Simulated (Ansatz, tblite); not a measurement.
# GaH2(OH) (GaH₃O): spin states and exact exchange

Aim: set other spin states of GaH2(OH) (GaH₃O) against its singlet, on many levels of theory.

Method: as each input shows; program: Ansatz 0.2.0, Gaussian basis.

Plan: triplet, at the geometry of the singlet (GFN1-xTB, GFN2-xTB, PBE0-D4/def2-TZVP, PBE-D4/def2-TZVP, r2SCAN-D4/def2-TZVP); the singlet's energies come from earlier runs.

### 1 The geometry

The singlet was relaxed beforehand with r2SCAN-D4/def2-TZVP.

5 atoms, charge 0, spin multiplicity 1.

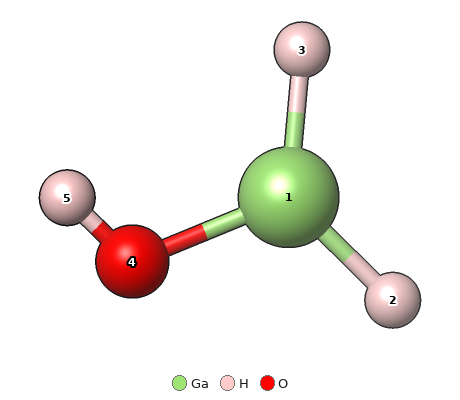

The structure; gallium green, hydrogen pink, oxygen red; atoms are numbered from 1 in the order of the file.

### 2 Triplet at the fixed geometry, GFN1-xTB

Tight binding, by tblite at 300 K electronic temperature and without a spin-polarisation term:

```python
tblite.interface.Calculator('GFN1-xTB', numbers, positions, charge=0, uhf=2).singlepoint()
```

Energy -201.0104 eV; 0.002 s.

### 3 Triplet at the fixed geometry, GFN2-xTB

Tight binding, by tblite at 300 K electronic temperature and without a spin-polarisation term:

```python
tblite.interface.Calculator('GFN2-xTB', numbers, positions, charge=0, uhf=2).singlepoint()
```

Energy -179.7077 eV; 0.002 s.

### 4 Triplet at the fixed geometry, PBE0-D4/def2-TZVP

Input file in.yaml:

```yaml
crystal:
  periodic: [false, false, false]
  atoms:
    - {symbol: Ga, position_ang: [0.343726, 0.421171, -0.101923]}
    - {symbol: H, position_ang: [1.885805, 0.467285, -0.227020]}
    - {symbol: H, position_ang: [-0.692058, 1.577583, -0.232031]}
    - {symbol: O, position_ang: [-0.289306, -1.216561, 0.241593]}
    - {symbol: H, position_ang: [-1.248167, -1.249478, 0.319381]}
basis:
  gaussian: {orbitals: def2-TZVP}
magnetization: {spin_polarized: true, initial_magnetization: 2}
hamiltonian: {xc: pbe0, dispersion: d4}
scf: {omitted_lower_state_checks: [starts]}
output: {orbitals: {seedname: orbitals}}
```

Command:

```
> ansatz run in.yaml --threads 4 --pin off --events-out ev --progress --plain --max-ram 3916MiB
```

Output:

```text
Functional definition: PBE0
  name "PBE0"
  cite "Adamo & Barone, J. Chem. Phys. 110, 6158 (1999) doi:10.1063/1.478522"
  cite "Perdew, Burke & Ernzerhof, Phys. Rev. Lett. 77, 3865 (1996) doi:10.1103/PhysRevLett.77.3865"
  parent pbe
  parameter a = 0.25
  parameter kappa = 0.804
  parameter beta = 0.06672455060314922
  exchange = (1 - a)*pbe_x(kappa = kappa, mu = beta*pi^2/3) + a*exact_x
  correlation = pbe_c(beta = beta)
these checks for a lower state are left out or cut short: starts
696 factors; their error is unknown
mean field evaluation 1: about -54454.3786 eV, gradient 4.3e1 eV
mean field evaluation 2: about -54390.2893 eV, gradient 1.1e2 eV
mean field evaluation 4: about -54460.1645 eV, gradient 9.7e0 eV
mean field evaluation 8: about -54460.3726 eV, gradient 3.1e-1 eV
mean field evaluation 16: about -54460.5693 eV, gradient 2.2e-3 eV
mean field evaluation 32: about -54460.5693 eV, gradient 4.5e-5 eV
mean field -54460.56932683 eV, -2001.3890080614 hartree, gradient 1.0e-5 eV, S^2 2.008247; 0 other end points of the search recorded, 0 dependent functions left out
reference -54460.56935730 eV, -2001.3890091812 hartree; 22, 20 occupied and 75, 77 virtual orbitals, 696 factors
Total energy: -54460.61525171 eV, -2001.3906957694 hartree
Checks for a lower state left out: starts
```

It took 2.6 s on 4 threads of Arm Neoverse V2, shared host.

Report: HOMO -3.54 eV, LUMO -7.06 eV (over both spins; with the spin held, an empty level of the minority spin lies below the top filled one); ⟨S²⟩ 2.008 (pure: 2.00).

### 5 Triplet at the fixed geometry, PBE-D4/def2-TZVP

start.molden holds the orbitals of an earlier run on this state, given as this run's starting guess.

Edit in.yaml of step 4 so:

```diff
@@ -9,5 +9,5 @@
 basis:
-  gaussian: {orbitals: def2-TZVP}
+  gaussian: {orbitals: def2-TZVP, initial_orbitals: start.molden}
 magnetization: {spin_polarized: true, initial_magnetization: 2}
-hamiltonian: {xc: pbe0, dispersion: d4}
+hamiltonian: {xc: pbe, dispersion: d4}
 scf: {omitted_lower_state_checks: [starts]}
```

Same command.

Output:

```text
Functional definition: PBE
  name "PBE"
  cite "Perdew, Burke & Ernzerhof, Phys. Rev. Lett. 77, 3865 (1996) doi:10.1103/PhysRevLett.77.3865"
  parent pbe
  parameter kappa = 0.804
  parameter beta = 0.06672455060314922
  exchange = pbe_x(kappa = kappa, mu = beta*pi^2/3)
  correlation = pbe_c(beta = beta)
these checks for a lower state are left out or cut short: starts
651 factors; their error is unknown
mean field evaluation 1: about -54459.7417 eV, gradient 6.5e0 eV
mean field evaluation 2: about -54459.8331 eV, gradient 1.3e-1 eV
mean field evaluation 4: about -54459.6430 eV, gradient 5.4e0 eV
mean field evaluation 8: about -54459.8228 eV, gradient 4.9e-2 eV
mean field evaluation 16: about -54459.8230 eV, gradient 9.4e-5 eV
mean field -54459.82301979 eV, -2001.3615817833 hartree, gradient 8.5e-6 eV, S^2 2.003367; 0 other end points of the search recorded, 0 dependent functions left out
reference -54459.82306039 eV, -2001.3615832755 hartree; 22, 20 occupied and 75, 77 virtual orbitals, 651 factors
Total energy: -54459.87841203 eV, -2001.3636174106 hartree
Checks for a lower state left out: starts
```

It took 2.1 s on 4 threads of Arm Neoverse V2, shared host.

HOMO -2.71 eV, LUMO -7.74 eV (over both spins; with the spin held, an empty level of the minority spin lies below the top filled one); ⟨S²⟩ 2.003 (pure: 2.00).

### 6 Triplet at the fixed geometry, r2SCAN-D4/def2-TZVP

Edit in.yaml of step 5 so:

```diff
@@ -11,3 +11,3 @@
 magnetization: {spin_polarized: true, initial_magnetization: 2}
-hamiltonian: {xc: pbe, dispersion: d4}
+hamiltonian: {xc: r2scan, dispersion: d4}
 scf: {omitted_lower_state_checks: [starts]}
```

Same command.

Output:

```text
Functional definition: r2SCAN
  name "r2SCAN"
  cite "Furness, Kaplan, Ning, Perdew & Sun, J. Phys. Chem. Lett. 11, 8208 (2020) doi:10.1021/acs.jpclett.0c02405"
  cite "Furness, Kaplan, Ning, Perdew & Sun, J. Phys. Chem. Lett. 11, 9248 (2020) doi:10.1021/acs.jpclett.0c03077"
  parent r2scan
  parameter k0 = 0.174
  parameter k1 = 0.065
  parameter a1 = 4.9479
  exchange = r2scan_x(k0 = k0, k1 = k1, a1 = a1)
  correlation = r2scan_c
these checks for a lower state are left out or cut short: starts
651 factors; their error is unknown
mean field evaluation 1: about -54468.6651 eV, gradient 4.1e0 eV
mean field evaluation 2: about -54468.6994 eV, gradient 6.9e-2 eV
mean field evaluation 4: about -54468.6844 eV, gradient 1.6e-3 eV
mean field evaluation 8: about -54468.6844 eV, gradient 2.5e-5 eV
mean field -54468.68435632 eV, -2001.6872298945 hartree, gradient 8.2e-6 eV, S^2 2.008195; 0 other end points of the search recorded, 0 dependent functions left out
reference -54468.68437111 eV, -2001.6872304379 hartree; 22, 20 occupied and 75, 77 virtual orbitals, 651 factors
Total energy: -54468.69650482 eV, -2001.6876763438 hartree
Checks for a lower state left out: starts
```

Run time: 4.4 s. Hardware: 4 threads of Arm Neoverse V2, shared host.

HOMO -2.96 eV, LUMO -7.72 eV (over both spins; with the spin held, an empty level of the minority spin lies below the top filled one); ⟨S²⟩ 2.008 (pure: 2.00).

### 7 Triplet less singlet, vertical

The singlet's energies are those of its earlier runs, whose logs aren't repeated here.

| level | triplet less singlet, vertical (kcal/mol) | time |
| --- | --- | --- |
| GFN1-xTB | +174.5 | 0.005 s |
| GFN2-xTB | +126.8 | 0.004 s |
| PBE-D4/def2-TZVP | +117.3 | 2.5 s |
| r2SCAN-D4/def2-TZVP | +119.3 | 5.4 s |
| PBE0-D4/def2-TZVP | +125.1 | 3.3 s |

Times add the two runs; a level without a time comes out of a correlated run. Tight binding without a spin term can't rank spin states.

### 8 Summary of results

| quantity | value |
| --- | --- |
| triplet less singlet, vertical, functionals in def2-TZVP | +117.3 (PBE-D4) to +125.1 kcal/mol (PBE0-D4) |

In words: All functionals put the triplet above the singlet, over a spread of 7.8 kcal/mol. The checks for a lower triplet were left out, so another state of that spin may lie lower. These are electronic energies, without zero-point motion, entropy or surroundings.
